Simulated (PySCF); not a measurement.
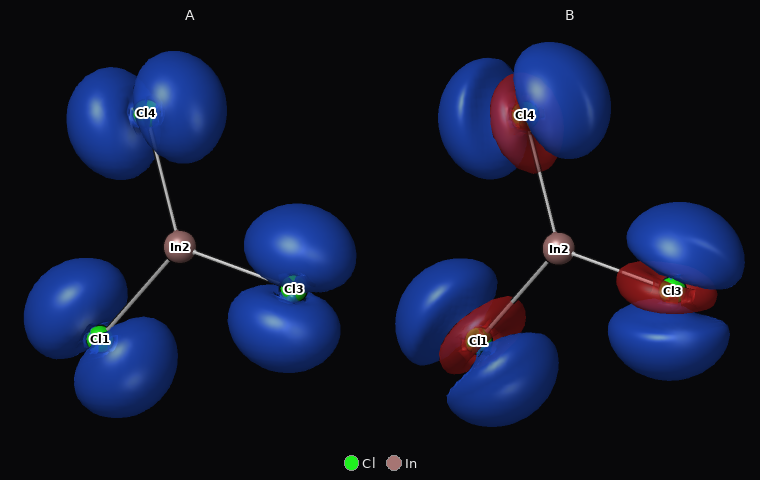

Cl3In, SMILES `Cl[In](Cl)Cl`. The Fukui function f⁻ from two separate SCF calculations and the density of the HOMO, at ±0.015 e/Å³ (blue positive, red negative).

PySCF calculation, PBE0/def2-TZVP, gas phase; geometry: GFN2-xTB. Core potentials replace the inner electrons of In; spin–orbit coupling isn't included. No frequency check shows the geometry to be a minimum. GFN2-xTB bond lengths at metals and heavier atoms can be off by up to 0.1 Å and shapes distorted, which carries into these values.

**Which panel is which, and how good is the frozen-orbital picture?**

B is f⁻ (it has negative regions), A the HOMO density. The HOMO lies on Cl1 and Cl3 (33 % each) and Cl4 (30 %); f⁻ (Hirshfeld-condensed) is largest on Cl1, Cl3 and Cl4 (0.29 each); the vertical ionisation energy is 11.41 eV (the stability of the cation's solution wasn't checked). Relaxation shifts 9 % of the electron between atoms. The orbital energy is −9.46 eV.
